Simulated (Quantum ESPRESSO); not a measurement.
# MgS (Niningerite): from Born charge to LO-TO splitting

How high does the longitudinal optical mode of MgS (Niningerite) lie, given the transverse one, the Born charge and ε∞?

Calculated with Quantum ESPRESSO 7.5; DFT LDA, scalar-relativistic, plane waves, PseudoDojo norm-conserving pseudopotentials.

### Step 1. The relaxed structure

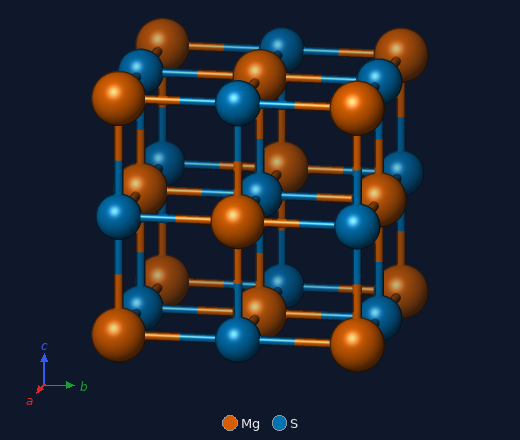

Start, viewed slightly off an axis; magnesium orange, sulfur blue. This picture shows the conventional cell, with its axes. Some periodic images of atoms are drawn too.

As a file:

```cif
data_structure
_symmetry_space_group_name_H-M 'Fm-3m'
_symmetry_Int_Tables_number 225
_cell_length_a 5.1317
_cell_length_b 5.1317
_cell_length_c 5.1317
_cell_angle_alpha 90.000
_cell_angle_beta 90.000
_cell_angle_gamma 90.000
_cell_volume 135.14
loop_
_atom_site_label
_atom_site_type_symbol
_atom_site_symmetry_multiplicity
_atom_site_Wyckoff_symbol
_atom_site_fract_x
_atom_site_fract_y
_atom_site_fract_z
_atom_site_occupancy
Mg1 Mg 4 a 0.00000 0.00000 0.00000 1
S1 S 4 b 0.00000 0.50000 0.00000 1
```

This is the cell after its relaxation at this level of theory, not the database cell from which that began.

### Step 2. What the response run gave

A linear-response run on the relaxed cell, with the response to an electric field; only its zone-centre results are used. Cutoff 92 Ry, k mesh 8×8×8.

The program printed:

```text
[banners, grids, parts of the stress and lines that vanish by symmetry left out]
Program PHONON v.7.5
     Reading xml data from directory:

[...]
Exchange-correlation= PW
                           (   1   4   0   0   0   0   0)
[...]
kinetic-energy cut-off    =      92.0000  Ry
     charge density cut-off    =     368.0000  Ry
     convergence threshold     =      1.0E-18
[...]
Exchange-correlation= PW
                           (   1   4   0   0   0   0   0)
[...]
q = (   0.0000000   0.0000000   0.0000000 )
     49 Sym.Ops. (with q -> -q+G )
     G cutoff =  438.3117  (  27317 G-vectors)     FFT grid: ( 45, 45, 45)
     number of k points=    29
[...]
Mode symmetry, O_h (m-3m)  point group:
[...]
Dielectric constant
[...]
End of electric fields calculation
          Dielectric constant in cartesian axis
          (       5.647373184      -0.000000000       0.000000000 )
          (       0.000000000       5.647373184       0.000000000 )
          (      -0.000000000      -0.000000000       5.647373184 )
          Effective charges (d Force / dE) in cartesian axis without acoustic sum rule applied (asr)
           atom    1  Mg    Mean Z*:        2.30172
      Ex  (        2.30172        0.00000        0.00000 )
      Ey  (        0.00000        2.30172        0.00000 )
      Ez  (       -0.00000        0.00000        2.30172 )
           atom    2  S     Mean Z*:       -2.31409
      Ex  (       -2.31409       -0.00000       -0.00000 )
      Ey  (       -0.00000       -2.31409        0.00000 )
      Ez  (       -0.00000        0.00000       -2.31409 )
          Effective charges Sum: Mean:       -0.01238
[...]
Effective charges (d Force / dE) in cartesian axis with asr applied:
           atom    1  Mg    Mean Z*:        2.30790
[...]
atom    2  S     Mean Z*:       -2.30790
[...]
Representation #   1 modes #   1   2   3
[...]
End of self-consistent calculation
     Convergence has been achieved
     Representation #   2 modes #   4   5   6
[...]
End of self-consistent calculation
     Convergence has been achieved
[...]
Dielectric constant in cartesian axis
          (       5.647373184      -0.000000000       0.000000000 )
          (       0.000000000       5.647373184       0.000000000 )
          (      -0.000000000      -0.000000000       5.647373184 )
          Effective charges (d Force / dE) in cartesian axis without acoustic sum rule applied (asr)
           atom    1  Mg    Mean Z*:        2.30172
      Ex  (        2.30172        0.00000        0.00000 )
      Ey  (        0.00000        2.30172        0.00000 )
      Ez  (       -0.00000        0.00000        2.30172 )
           atom    2  S     Mean Z*:       -2.31409
      Ex  (       -2.31409       -0.00000       -0.00000 )
      Ey  (       -0.00000       -2.31409        0.00000 )
      Ez  (       -0.00000        0.00000       -2.31409 )
          Effective charges Sum: Mean:       -0.01238
[...]
Effective charges (d Force / dE) in cartesian axis with asr applied:
           atom    1  Mg    Mean Z*:        2.30790
[...]
atom    2  S     Mean Z*:       -2.30790
[...]
q = (    0.000000000   0.000000000   0.000000000 )
[...]
freq (    1) =       0.081207 [THz] =       2.708779 [cm-1]
     freq (    2) =       0.081207 [THz] =       2.708779 [cm-1]
     freq (    3) =       0.081207 [THz] =       2.708779 [cm-1]
     freq (    4) =       7.538247 [THz] =     251.448853 [cm-1]
     freq (    5) =       7.538247 [THz] =     251.448853 [cm-1]
     freq (    6) =       7.538247 [THz] =     251.448853 [cm-1]
[...]
Mode symmetry, O_h (m-3m)  point group:
     freq (   1-   3) =          2.7  [cm-1]   --> T_1u G_15  G_4- I
     freq (   4-   6) =        251.4  [cm-1]   --> T_1u G_15  G_4- I

   JOB DONE.
```

```
                       quantity   value
             cell volume Ω (Å³)  33.786
                 mass of Mg (u)  24.305
                  mass of S (u)  32.060
     Born charge of Mg, raw (e)   2.302
      Born charge of S, raw (e)  -2.314
                             ε∞   5.647
ω(TO) after the sum rule (cm⁻¹)   251.4
```

### Step 3. The calculation

The charges must sum to zero over the cell; taking off their mean, -0.006 e, leaves Z* = 2.308 e on Mg. In the polar mode Mg moves against S, so the reduced mass is μ = 24.30 × 32.06 / 56.37 = 13.825 u.

A longitudinal wave builds up a field that adds to the restoring force: ω(LO)² = ω(TO)² + 4π Z*² / (μ Ω ε∞), in Hartree atomic units. With μ = 25201 electron masses and Ω = 228.00 bohr³ the second term is 2.0628e-06 Ha², or 99363 cm⁻² (1 Ha = 219474.6 cm⁻¹).

So ω(LO) = √(63217 + 99363) = 403.2 cm⁻¹, and by the Lyddane-Sachs-Teller relation ε₀ = ε∞ (ω(LO)/ω(TO))² = 14.52.

### Step 4. Check against the program

The analysis program adds the same non-analytic term to the full matrix, here for q along (1 0 0).

The program printed:

```text
[banner, memory and clock lines left out]
Program DYNMAT v.7.5

     Reading Dynamical Matrix from file g.dyn
     ...Force constants read
     ...epsilon and Z* read

     Polarizability (A^3 units)
     multiply by 0.392292 for Clausius-Mossotti correction
        12.494777    0.000000   -0.000000
        -0.000000   12.494777   -0.000000
         0.000000    0.000000   12.494777

     IR activities are in (D/A)^2/amu units

# mode   [cm-1]    [THz]      IR
    1     -0.00   -0.0000    0.0000
    2     -0.00   -0.0000    0.0000
    3      0.00    0.0000    0.0000
    4    251.43    7.5376    8.8890
    5    251.43    7.5376    8.8890
    6    403.21   12.0880    8.8890
```

ε₀ comes from the program's run without a direction of q.

```
    quantity  by hand  program
ω(LO) (cm⁻¹)    403.2    403.2
          ε₀    14.52    14.52
```

### Step 5. What came out

```json
{
  "TO mode": "251.4 cm⁻¹",
  "LO mode": "403.2 cm⁻¹",
  "static dielectric constant": "14.52"
}
```

The LO mode of MgS (Niningerite) lies at 403 cm⁻¹, 152 cm⁻¹ above the TO mode; the formula meets the program within 0.1 cm⁻¹, as it must for a cubic crystal with one polar mode. ω(LO)² − ω(TO)² goes with Z*²/ε∞: an error of 5 % in ε∞ would move the LO mode by 5.9 cm⁻¹, and semilocal functionals tend to overestimate ε∞. These are harmonic values at zero temperature, at the volume of this functional, for the structure held cubic; stability elsewhere in the zone is no part of this calculation.

[Host names and launcher messages were left out of these logs when they were recorded.]

[Logs are printed without paths, hosts, clocks, repeated set-up lines and the standing remarks that a program may print on its own settings, such as how far it seeks lower states.]

[Hosts, paths, dates, database ids (printed as entryN), source tags and the programs' standing remarks are cut or masked in the printed files.]
